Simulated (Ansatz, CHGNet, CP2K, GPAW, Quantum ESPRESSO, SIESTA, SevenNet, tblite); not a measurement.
# Glassy 76SiO2-24MgO (mol %) (94 atoms) in CP2K, part 2 of 2

How do the settings of CP2K change the result for glassy 76SiO2-24MgO (mol %) (94 atoms)? A plane-wave run serves as the yardstick.

Program: CP2K 2026.2; the method stands at each step. Banners, paths, timers and routine set-up lines are dropped from the logs unmarked, and long logs keep their key lines alone; longer cuts are marked.

So far. Step 2 (PBE, DZVP-MOLOPT-SR, 1200/60 Ry, OT DIIS): Forces lie 7.7 % from the reference's, at 1.1 times its CPU time. Step 3 (GFN1-xTB, OT DIIS): Against the first run (7.7 %), the force difference from the reference is 25 %, at 0.0077 times the CPU time (on 1 against 4 cores) (22 SCF steps against 35); the model has changed, so this is no error of the program alone.

**4. PBE, DZVP-MOLOPT-SR, 1200/60 Ry, TRS4 filter 1e-07, SCF 1e-07**

Method: Kohn-Sham DFT, PBE, GTH-PBE pseudopotentials, Gaussian and plane waves, DZVP-MOLOPT-SR-GTH, linear-scaling purification of the density matrix.

input.inp reads:

```
&GLOBAL
  PROJECT cell
  RUN_TYPE ENERGY_FORCE
  PRINT_LEVEL LOW
&END GLOBAL
&FORCE_EVAL
  METHOD QS
  STRESS_TENSOR ANALYTICAL
  &DFT
    BASIS_SET_FILE_NAME BASIS_MOLOPT
    POTENTIAL_FILE_NAME GTH_POTENTIALS
    &MGRID
      CUTOFF 1200
      REL_CUTOFF 60
      NGRIDS 5
    &END MGRID
    &QS
      EPS_DEFAULT 1.0E-10
      LS_SCF T
    &END QS
    &LS_SCF
      PURIFICATION_METHOD TRS4
      EPS_FILTER 1.0E-07
      EPS_SCF 1.0E-07
      MAX_SCF 60
      S_PRECONDITIONER ATOMIC
      MIXING_FRACTION 0.45
      REPORT_ALL_SPARSITIES F
    &END LS_SCF
    &XC
      &XC_FUNCTIONAL PBE
      &END XC_FUNCTIONAL
    &END XC
    &PRINT
      &MULLIKEN ON
      &END MULLIKEN
    &END PRINT
  &END DFT
  &SUBSYS
    &CELL
      A 10.79285 0.00000 0.00000
      B 0.00000 10.79285 0.00000
      C 0.00000 0.00000 10.79285
    &END CELL
    &COORD
      SCALED
      Si 0.38739 0.31806 0.76144
      Si 0.19643 0.45894 0.92096
      Si 0.17301 0.11526 0.77764
      Si 0.11345 0.99577 0.27881
      Si 0.03829 0.45915 0.65718
      Si 0.87780 0.17858 0.83486
      Si 0.73073 0.97471 0.77573
      Si 0.79672 0.25402 0.22659
      Si 0.06892 0.34606 0.16507
      Si 0.68900 0.31620 0.46885
      Si 0.66219 0.35388 0.75960
      Si 0.30592 0.28145 0.31144
      Si 0.68878 0.99915 0.30382
      Si 0.54024 0.33640 0.12638
      Si 0.16035 0.85080 0.66470
      Si 0.29221 0.47858 0.52700
      Si 0.00918 0.61366 0.28767
      Si 0.22889 0.97471 0.02866
      Si 0.60159 0.63557 0.80273
      Si 0.85400 0.77501 0.89065
[... 70 atom lines left out ...]
      O 0.14590 0.99076 0.68780
      O 0.02664 0.17536 0.79770
      O 0.15107 0.67596 0.25526
      O 0.54463 0.69248 0.69299
    &END COORD
    &KIND Si
      BASIS_SET DZVP-MOLOPT-SR-GTH-q4
      POTENTIAL GTH-PBE-q4
    &END KIND
    &KIND Mg
      BASIS_SET DZVP-MOLOPT-SR-GTH-q10
      POTENTIAL GTH-PBE-q10
    &END KIND
    &KIND O
      BASIS_SET DZVP-MOLOPT-SR-GTH-q6
      POTENTIAL GTH-PBE-q6
    &END KIND
  &END SUBSYS
  &PRINT
    &FORCES ON
    &END FORCES
    &STRESS_TENSOR ON
    &END STRESS_TENSOR
  &END PRINT
&END FORCE_EVAL
```

The run is started by

```bash
$ OMP_NUM_THREADS=1 mpirun -np 4 cp2k.psmp -i input.inp > output.txt
```

Numbers of over 12 decimals in the logs are rounded to 6 here.

The log of the run:

```text
CP2K| version string:                                       CP2K version 2026.2
 CP2K| Input file name                                                 input.inp
 GLOBAL| Basis set file name                                        BASIS_MOLOPT
 GLOBAL| Potential file name                                      GTH_POTENTIALS
[... lines left out ...]
 Re-scaling the density matrix to get the right number of electrons
[... lines left out ...]
 SCF run converged in    11 steps.
[... lines left out ...]
 ENERGY| Total FORCE_EVAL ( QS ) energy [hartree]          -1574.493146
[... lines left out ...]
 FORCES|      1 -1.48436292E-03  2.75576298E-02 -3.36675650E-02   4.35331050E-02
 FORCES|      2 -8.88528005E-02 -2.76655659E-02  5.01712866E-03   9.31953608E-02
 FORCES|      3 -8.26218527E-02  2.44538671E-03 -1.28896504E-03   8.26680827E-02
[...]
FORCES|     93 -2.21392443E-02 -1.79905783E-02  1.55218201E-02   3.24766678E-02
 FORCES|     94 -6.90762540E-02  4.78217846E-02 -9.51866469E-02   1.26960426E-01
 FORCES| Sum     1.46371502E-02  2.23550902E-02 -3.82291539E-02
 FORCES| Total atomic force                                       4.66418742E-02
 STRESS| Analytical stress tensor [bar]
 STRESS|                        x                   y                   z
 STRESS|      x        3.36262451903E+04   2.40488865020E+04   1.70886135865E+04
 STRESS|      y        2.40488865020E+04   6.29506752787E+04  -1.25438846904E+04
 STRESS|      z        1.70886135865E+04  -1.25438846904E+04   8.15373607834E+04
 STRESS| 1/3 Trace                                             5.93714270841E+04
```

Elapsed: 93 s, on 4 MPI ranks of Arm Neoverse V1, shared host; peak memory 6 GiB.

Compared with the plane-wave run:

| Quantity | Value |
| --- | --- |
| r.m.s. force component | 2.758 eV/Å |
| r.m.s. difference of force components | 213.4 meV/Å |
| longest difference of force vectors | 1147 meV/Å |
| force difference over r.m.s. force | 7.574 % |
| slope of forces against the reference's | 0.9765 |
| correlation of force components | 0.9973 |
| pressure | 5.937 GPa |
| pressure difference | 0.1448 GPa |
| energy less the same-level run's | 0.0133 meV/atom |
| r.m.s. force difference from the same-level run | 14.73 meV/Å |

Against the first run (7.7 %), the force difference from the reference is 7.6 %, at 0.43 times the CPU time (11 SCF steps against 35): another solver or mixer reaches the same state.

The difference per atom is largest on Mg (0.86 eV/Å on average, against 0.30 on Si). The forces add up to 2.4 eV/Å instead of zero, usually a sign of too coarse a grid.

**5. PBE, DZVP-MOLOPT-SR, 1200/60 Ry, TRS4 filter 1e-04, SCF 1e-05**

Method: Kohn-Sham DFT, PBE, GTH-PBE pseudopotentials, Gaussian and plane waves, DZVP-MOLOPT-SR-GTH, linear-scaling purification of the density matrix.

input.inp: that of step 4 with these lines changed.

```diff
@@ -22,4 +22,4 @@
       PURIFICATION_METHOD TRS4
-      EPS_FILTER 1.0E-07
-      EPS_SCF 1.0E-07
+      EPS_FILTER 1.0E-04
+      EPS_SCF 1.0E-05
       MAX_SCF 60
```

The log of the run:

```text
CP2K| version string:                                       CP2K version 2026.2
 CP2K| Input file name                                                 input.inp
 GLOBAL| Basis set file name                                        BASIS_MOLOPT
 GLOBAL| Potential file name                                      GTH_POTENTIALS
 GLOBAL| Run type                                                   ENERGY_FORCE
 GLOBAL| Total number of message passing processes                             4
 GLOBAL| Number of threads for this process                                    1
 TOTAL NUMBERS AND MAXIMUM NUMBERS
  Total number of            - Atomic kinds:                                   3
                             - Atoms:                                         94
[... lines left out ...]
 Re-scaling the density matrix to get the right number of electrons
[... lines left out ...]
 SCF run converged in     6 steps.
 !-----------------------------------------------------------------------------!
                     Mulliken Population Analysis
 #  Atom  Element  Kind  Atomic population                           Net charge
       1     Si       1          3.086461                              0.913539
       2     Si       1          3.117617                              0.882383
       3     Si       1          3.122121                              0.877879
[...]
93     O        3          6.866575                             -0.866575
      94     O        3          6.619419                             -0.619419
 # Total charge                            544.016321                 -0.016321
 !-----------------------------------------------------------------------------!
 ENERGY| Total FORCE_EVAL ( QS ) energy [hartree]          -1574.480731
 FORCES| Atomic forces [hartree/bohr]
 FORCES|   Atom     x               y               z               |f|
 FORCES|      1 -9.92228585E-04  2.63699328E-02 -3.39825447E-02   4.30252393E-02
 FORCES|      2 -8.84392509E-02 -2.70474197E-02  6.53379021E-03   9.27132915E-02
 FORCES|      3 -8.20768049E-02  2.65993140E-03 -2.55482532E-03   8.21596268E-02
[...]
FORCES|     93 -2.69561222E-02 -1.96055510E-02  1.63106498E-02   3.71085900E-02
 FORCES|     94 -6.82932006E-02  4.69593569E-02 -9.34028421E-02   1.24872869E-01
 FORCES| Sum     1.46391677E-02  2.24037331E-02 -3.83436630E-02
 FORCES| Total atomic force                                       4.67596940E-02
 STRESS| Analytical stress tensor [bar]
 STRESS|                        x                   y                   z
 STRESS|      x        3.73898863748E+04   2.42268437437E+04   1.64582856946E+04
 STRESS|      y        2.42268437437E+04   6.43282187682E+04  -1.27973419410E+04
 STRESS|      z        1.64582856946E+04  -1.27973419410E+04   8.43503512584E+04
 STRESS| 1/3 Trace                                             6.20228188004E+04
```

It took 58 s on 4 MPI ranks; peak memory 5.9 GiB; 3.9 min of CPU time.

Against the reference:

* r.m.s. force component: 2.798 eV/Å
* r.m.s. difference of force components: 294.3 meV/Å
* longest difference of force vectors: 1255 meV/Å
* force difference over r.m.s. force: 10.45 %
* slope of forces against the reference's: 0.9879
* correlation of force components: 0.9945
* pressure: 6.202 GPa
* pressure difference: 0.41 GPa
* energy less the same-level run's: 3.607 meV/atom
* r.m.s. force difference from the same-level run: 134.3 meV/Å

This is a coarse setting, run to see what it loses.

Against the first run (7.7 %), the force difference from the reference is 10 %, at 0.26 times the CPU time (6 SCF steps against 35).

The forces add up to 2.4 eV/Å instead of zero, usually a sign of too coarse a grid.

**6. PBE, SZV-MOLOPT-SR, 1200/60 Ry, OT DIIS**

Method: Kohn-Sham DFT, PBE, GTH-PBE pseudopotentials, Gaussian and plane waves, SZV-MOLOPT-SR-GTH, orbital transformation.

input.inp reads:

```
&GLOBAL
  PROJECT cell
  RUN_TYPE ENERGY_FORCE
  PRINT_LEVEL LOW
&END GLOBAL
&FORCE_EVAL
  METHOD QS
  STRESS_TENSOR ANALYTICAL
  &DFT
    BASIS_SET_FILE_NAME BASIS_MOLOPT
    POTENTIAL_FILE_NAME GTH_POTENTIALS
    &MGRID
      CUTOFF 1200
      REL_CUTOFF 60
      NGRIDS 5
    &END MGRID
    &QS
      EPS_DEFAULT 1.0E-12
    &END QS
    &SCF
      SCF_GUESS ATOMIC
      EPS_SCF 1.0E-06
      MAX_SCF 30
      &OT
        MINIMIZER DIIS
        PRECONDITIONER FULL_ALL
        ENERGY_GAP 0.001
      &END OT
      &OUTER_SCF
        EPS_SCF 1.0E-06
        MAX_SCF 8
      &END OUTER_SCF
      &PRINT
        &RESTART OFF
        &END RESTART
      &END PRINT
    &END SCF
    &XC
      &XC_FUNCTIONAL PBE
      &END XC_FUNCTIONAL
    &END XC
    &PRINT
      &MULLIKEN ON
      &END MULLIKEN
      &HIRSHFELD ON
        SHAPE_FUNCTION DENSITY
      &END HIRSHFELD
      &MO_CUBES
        NHOMO 1
        NLUMO 4
        WRITE_CUBE F
      &END MO_CUBES
    &END PRINT
  &END DFT
  &SUBSYS
    &CELL
      A 10.79285 0.00000 0.00000
      B 0.00000 10.79285 0.00000
      C 0.00000 0.00000 10.79285
    &END CELL
    &COORD
      SCALED
[... 94 atom lines left out: the same atoms as in the first run ...]
    &END COORD
    &KIND Si
      BASIS_SET SZV-MOLOPT-SR-GTH-q4
      POTENTIAL GTH-PBE-q4
    &END KIND
    &KIND Mg
      BASIS_SET SZV-MOLOPT-SR-GTH-q10
      POTENTIAL GTH-PBE-q10
    &END KIND
    &KIND O
      BASIS_SET SZV-MOLOPT-SR-GTH-q6
      POTENTIAL GTH-PBE-q6
    &END KIND
  &END SUBSYS
  &PRINT
    &FORCES ON
    &END FORCES
    &STRESS_TENSOR ON
    &END STRESS_TENSOR
  &END PRINT
&END FORCE_EVAL
```

The run is started by

```bash
$ OMP_NUM_THREADS=2 cp2k.psmp -i input.inp > output.txt
```

The log of the run:

```text
CP2K| version string:                                       CP2K version 2026.2
 CP2K| Input file name                                                 input.inp
 GLOBAL| Basis set file name                                        BASIS_MOLOPT
 GLOBAL| Potential file name                                      GTH_POTENTIALS
 GLOBAL| Run type                                                   ENERGY_FORCE
 GLOBAL| Total number of message passing processes                             1
 GLOBAL| Number of threads for this process                                    2
[... lines left out ...]
 Number of electrons:                                                        544
[... lines left out ...]
  Step     Update method      Time    Convergence         Total energy    Change
[... lines left out ...]
  Total energy:                                             -1566.961994
[... lines left out ...]
  Step     Update method      Time    Convergence         Total energy    Change
[... lines left out ...]
  *** SCF run converged in     7 steps ***
[... lines left out ...]
  Total energy:                                             -1566.964097
[... lines left out ...]
  outer SCF loop converged in   2 iterations or   37 steps
[... lines left out ...]
 Fermi Energy [eV] :    6.987342
  Using OT eigensolver for additional unoccupied orbitals spin            1
  Lowest Eigenvalues of the unoccupied subspace spin            1
 OT| Eigensolver reached convergence in 73 iterations
       0.26754203      0.32253323      0.33528249      0.34503750
 HOMO - LUMO gap [eV] :    0.292847
 ENERGY| Total FORCE_EVAL ( QS ) energy [hartree]          -1566.964097
 FORCES| Atomic forces [hartree/bohr]
 FORCES|   Atom     x               y               z               |f|
 FORCES|      1  7.40560357E-03  2.09994247E-02 -2.56376482E-02   3.39574411E-02
 FORCES|      2 -1.06275154E-01 -2.51681284E-02  3.14778775E-02   1.13660458E-01
 FORCES|      3 -1.04770035E-01  1.68026712E-02 -1.54920108E-02   1.07233821E-01
[...]
FORCES|     93  2.28258262E-02 -4.14557248E-03  1.07494201E-02   2.55686164E-02
 FORCES|     94 -1.13600501E-01  8.80157364E-02 -1.72508914E-01   2.24524318E-01
 FORCES| Sum     1.41750322E-02  2.16726971E-02 -3.63863566E-02
 FORCES| Total atomic force                                       4.46609928E-02
 STRESS| Analytical stress tensor [bar]
 STRESS|                        x                   y                   z
 STRESS|      x        2.52073158660E+05   2.46494895708E+04   1.84724134365E+04
 STRESS|      y        2.46494895708E+04   2.67008142428E+05  -1.98019061810E+04
 STRESS|      z        1.84724134365E+04  -1.98019061810E+04   2.89697485468E+05
 STRESS| 1/3 Trace                                             2.69592928852E+05
```

Wall time 6.2 min (2 threads); peak memory 4 GiB.

Compared with the plane-wave run:

```yaml
r_m_s_force_component: 3.539 eV/Å
r_m_s_difference_of_force_components: 1088 meV/Å
longest_difference_of_force_vectors: 4548 meV/Å
force_difference_over_r_m_s_force: 38.62 %
slope_of_forces_against_the_reference_s: 1.214
correlation_of_force_components: 0.9668
spacing_of_highest_filled_and_lowest_empty_level: 0.2928 eV
gap_difference: -1.58 eV
pressure: 26.96 GPa
pressure_difference: 21.17 GPa
```

This is a coarse setting, run to see what it loses.

Against the first run (7.7 %), the force difference from the reference is 39 %, at 0.76 times the CPU time (on 2 against 4 cores), with 384 basis functions against 1190: the smaller basis costs accuracy.

The forces add up to 2.3 eV/Å instead of zero, usually a sign of too coarse a grid.

**7. Side by side**

Differences are against the plane-wave reference, forces as r.m.s. over components; share is that over the reference's r.m.s. force, slope the least-squares factor from reference forces to these. Total energies of different programs have different zeros and aren't compared.

```csv
run,"Δ force, r.m.s. (meV/Å)",share (%),slope,Δ pressure (GPa),Δ gap (eV),cores,CPU time,memory (GiB)
reference,-,-,-,-,-,4,13 min,4.2
"CP2K PBE, DZVP-MOLOPT-SR, 1200/60 Ry, OT DIIS",217,7.70,0.978,0.159,-0.216,4,15 min,5.9
"CP2K GFN1-xTB, OT DIIS",713,25.3,0.916,-3.00,-,1,6.7 s,0.43
"CP2K PBE, DZVP-MOLOPT-SR, 1200/60 Ry, TRS4 filter 1e-07, SCF 1e-07",213,7.57,0.977,0.145,-,4,6.2 min,6.0
"CP2K PBE, DZVP-MOLOPT-SR, 1200/60 Ry, TRS4 filter 1e-04, SCF 1e-05 (coarse)",294,10.4,0.988,0.41,-,4,3.9 min,5.9
"CP2K PBE, SZV-MOLOPT-SR, 1200/60 Ry, OT DIIS (coarse)",1088,38.6,1.214,21.2,-1.58,2,11 min,4.0
```

Rows marked coarse were listed beforehand as settings not expected to be converged; some can still land near the reference.

CPU time is summed over cores on a shared host, where runs went side by side, so it is rough. Symmetry, cutoffs, thresholds, outputs and thread counts weren't matched or tuned between programs; memory under MPI is the largest rank's times the ranks.

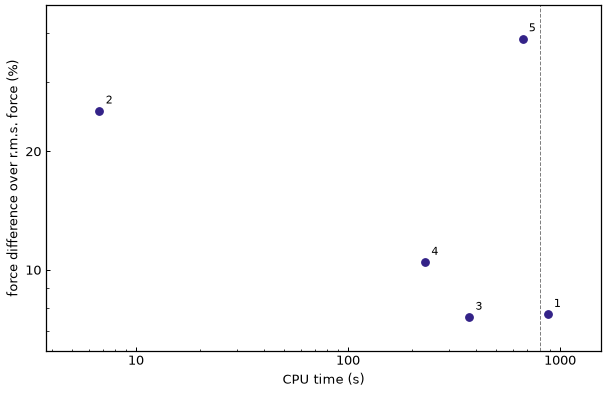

Force difference against CPU time; the dashed line marks the reference's time. Points: 1 CP2K PBE, DZVP-MOLOPT-SR, 1200/60 Ry, OT DIIS; 2 CP2K GFN1-xTB, OT DIIS; 3 CP2K PBE, DZVP-MOLOPT-SR, 1200/60 Ry, TRS4 filter 1e-07, SCF 1e-07; 4 CP2K PBE, DZVP-MOLOPT-SR, 1200/60 Ry, TRS4 filter 1e-04, SCF 1e-05; 5 CP2K PBE, SZV-MOLOPT-SR, 1200/60 Ry, OT DIIS.

Mean charges by element (e), by run and scheme:

```csv
run,scheme,Si,Mg,O
"CP2K PBE, DZVP-MOLOPT-SR, 1200/60 Ry, OT DIIS",Mulliken,+0.84,+1.36,-0.54
"CP2K PBE, DZVP-MOLOPT-SR, 1200/60 Ry, OT DIIS",Hirshfeld,+0.52,+0.60,-0.31
"CP2K GFN1-xTB, OT DIIS",Mulliken,+0.94,+0.89,-0.53
"CP2K PBE, DZVP-MOLOPT-SR, 1200/60 Ry, TRS4 filter 1e-07, SCF 1e-07",Mulliken,+0.84,+1.36,-0.54
```

Within one program, basis, potentials and functional, energies share a zero. Each run against its twin at the usual cutoff or grid and solver:

```csv
run,twin,Δ energy (meV/atom),"Δ force, r.m.s. (meV/Å)",CPU time over the twin's
"CP2K PBE, DZVP-MOLOPT-SR, 1200/60 Ry, TRS4 filter 1e-07, SCF 1e-07","DZVP-MOLOPT-SR, 1200/60 Ry, OT DIIS",0.0133,14.7,0.43
"CP2K PBE, DZVP-MOLOPT-SR, 1200/60 Ry, TRS4 filter 1e-04, SCF 1e-05","DZVP-MOLOPT-SR, 1200/60 Ry, OT DIIS",3.61,134,0.26
```

**8. Summary of results**

| Quantity | Value |
| --- | --- |
| nearest in forces | CP2K PBE, DZVP-MOLOPT-SR, 1200/60 Ry, TRS4 filter 1e-07, SCF 1e-07, 7.6 % |
| its CPU time | 6.2 min |

In words: The PBE runs in local orbitals, coarse settings apart, differ by 7.6 % (CP2K PBE, DZVP-MOLOPT-SR, 1200/60 Ry, TRS4 filter 1e-07, SCF 1e-07) to 7.7 % (CP2K PBE, DZVP-MOLOPT-SR, 1200/60 Ry, OT DIIS); basis, grid and potentials can all enter. Tight binding differs by 25 % (CP2K GFN1-xTB, OT DIIS); it is another model, with fitted parameters of its own, and the xTB methods hold dispersion. Runs with settings chosen to be coarse differ by 10 % (CP2K PBE, DZVP-MOLOPT-SR, 1200/60 Ry, TRS4 filter 1e-04, SCF 1e-05) to 39 % (CP2K PBE, SZV-MOLOPT-SR, 1200/60 Ry, OT DIIS), their programs' other errors included. Of the electronic-structure runs that take under half the reference's CPU time, CP2K PBE, DZVP-MOLOPT-SR, 1200/60 Ry, TRS4 filter 1e-07, SCF 1e-07 comes nearest, at 7.6 % in 6.2 min against 13 min. CP2K PBE, SZV-MOLOPT-SR, 1200/60 Ry, OT DIIS stiffens the forces by a factor of 1.21 while following their directions (correlation 0.967); the slopes of the 5 CP2K runs lie between 0.92 and 1.21. At the same functional, gaps differ from the reference's 1.87 eV by between -1.58 and -0.22 eV. In pressure, CP2K PBE, SZV-MOLOPT-SR, 1200/60 Ry, OT DIIS misses by +21.2 GPa, at the same functional. Charges hang on model, scheme and program or settings: among these rows the mean for Mg runs from +0.60 to +1.36 e. With TRS4, tightening the sparsity filter from 1e-04 to 1e-07, and the SCF threshold with it, takes the force difference from the cubic solver from 134 to 15 meV/Å, and the CPU time from 0.26 to 0.43 times the cubic solver's. Periodic xTB results under one method name differ between programs and library versions. Forces of 2.8 eV/Å r.m.s. are well above thermal ones: they come largely from the bond lengths of the classical model and from the random displacements, and they dominate the comparison. The potentials hold different valence shells: 480 electrons in the reference, 544 in CP2K with SZV-MOLOPT-SR; this bears on time and differences. The reference's pressure holds the uncorrected Pulay stress of its 60 Ry basis, so small pressure differences, and their order, may be the reference's own error. The quench rate of 50 K/ps is many orders above laboratory rates, so the cell is likely richer in defects and strain than a real sample. The network of bonds at the start is that of the classical potential that made the cell, and needn't be the one that DFT or experiment would give. The reference's stress is far from hydrostatic: its diagonal is 3.2, 6.1, 8.1 GPa, compression counted positive. The electronic-structure runs sample only Γ, in a cell whose shortest periodic width is 11 Å.

[Also dropped from logs without a mark: logging warnings of Python, and SIESTA's first energy breakdown and zero terms.]

[Logs are printed without paths, hosts, clocks, repeated set-up lines and the standing remarks that a program may print on its own settings, such as how far it seeks lower states.]

[Hosts, paths, dates, database ids (printed as entryN), source tags and the programs' standing remarks are cut or masked in the printed files.]
